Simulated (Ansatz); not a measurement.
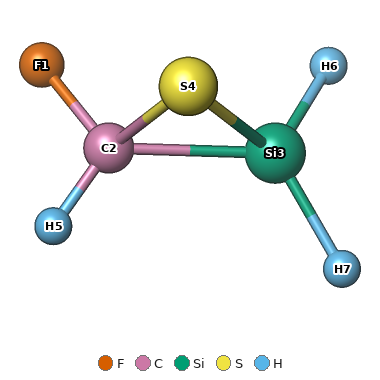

The system is CH3FSSi, SMILES FC1[SiH2]S1; the picture shows the reference structure. First axis: bond length F1–C2. Second axis: bond length C2–H5. Nothing is relaxed (all other coordinates rigid). The scan uses a 9 × 9 grid. Points are written as (first, second). All energies are given in eV relative to the lowest grid point. Theory: Ansatz 0.2.0, RKS r2SCAN0-D4/def2-TZVP.

Its coordinates:

```xyz
7

F    -1.8983    0.1012    0.4374
C    -0.8080    0.1481   -0.3772
Si    0.8808   -0.0275    0.3528
S    -0.0836   -1.4935   -0.7773
H    -1.0330    0.7327   -1.2593
H     0.9698   -0.2080    1.8094
H     2.0335    0.6791   -0.2315
```

Range: bond length F1–C2 from 1.171 to 1.907 Å; bond length C2–H5 from 0.952 to 1.352 Å.

> What will the energy surface look like?

The lowest grid point is at (1.355 Å, 1.102 Å). It is the only kind of minimum in the scanned range. The highest grid point, (1.907 Å, 1.352 Å), lies 2.90 eV above the lowest. Round the minimum the contours are nearly round: the two directions are equally stiff and uncoupled.

```tsv
bond length C2–H5 ↓, bond length F1–C2 →	1.171	1.263	1.355	1.447	1.539	1.631	1.723	1.815	1.907
1.352	1.66	0.95	0.78	0.92	1.23	1.62	2.05	2.48	2.90
1.302	1.47	0.74	0.56	0.69	1.00	1.39	1.82	2.25	2.67
1.252	1.29	0.55	0.36	0.49	0.79	1.18	1.61	2.04	2.46
1.202	1.15	0.39	0.19	0.32	0.62	1.00	1.43	1.86	2.28
1.152	1.04	0.27	0.07	0.19	0.48	0.87	1.29	1.72	2.14
1.102	0.99	0.21	0.00	0.11	0.40	0.79	1.21	1.64	2.06
1.052	1.02	0.23	0.01	0.12	0.41	0.79	1.21	1.64	2.06
1.002	1.16	0.35	0.13	0.23	0.52	0.90	1.32	1.75	2.17
0.952	1.43	0.61	0.38	0.48	0.76	1.15	1.57	2.00	2.42
```

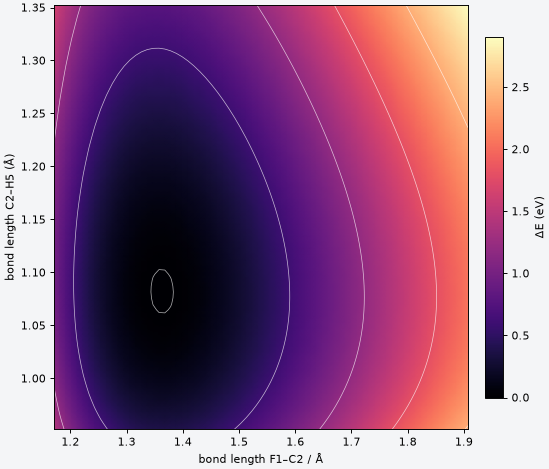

Drawn: a smooth colour map with a few white contour lines. Between grid points the surface is interpolated.

The whole map (81 points run) took 6.6 min on 1 thread of Intel(R) Xeon(R) Gold 6455B (Sapphire Rapids), on a shared host.
